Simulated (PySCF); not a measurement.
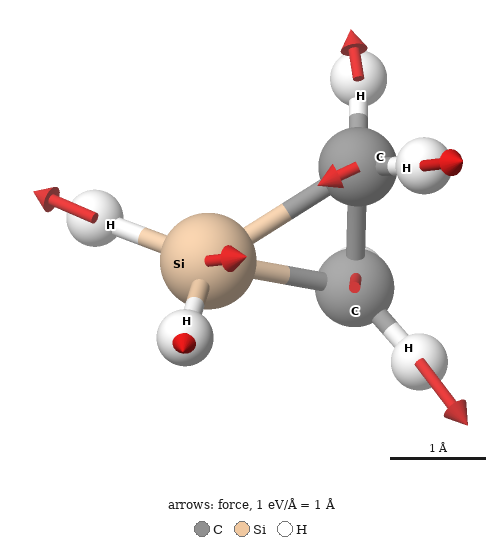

Starting geometry of C2H6Si with the computed forces as red arrows. A ball-and-stick model, seen at a tilt.

The start comes from GFN2-xTB. Its atoms were then displaced at random by about 0.01 Å.

Theory: PBE0-D3(BJ)/def2-SVP geometry optimisation, gas phase (PySCF 2.14.0, density-fitted response routines). 

What follows when this structure is relaxed?

Answer. It isn't relaxed: the largest force vector, on a C atom, is 1.49 eV/Å. The final displacements follow the starting forces only in part (cosine between the two patterns 0.64). The atom that moves furthest after the best rigid fit is an H atom (0.038 Å). Largest moves by element: H 0.038 Å, C 0.037 Å, Si 0.010 Å. Some distances before and after: H–Si 1.444 → 1.484 Å, C–Si 1.836 → 1.862 Å, C–H 1.072 → 1.095 Å, C–C 1.516 → 1.537 Å. Bond angles that change, for instance: H–C–H 109.8° → 112.4°. The energy falls by 6.64 kJ/mol in 4 geometry steps. Cost: 13 s on 1 thread of Arm Neoverse N1, on a shared host.
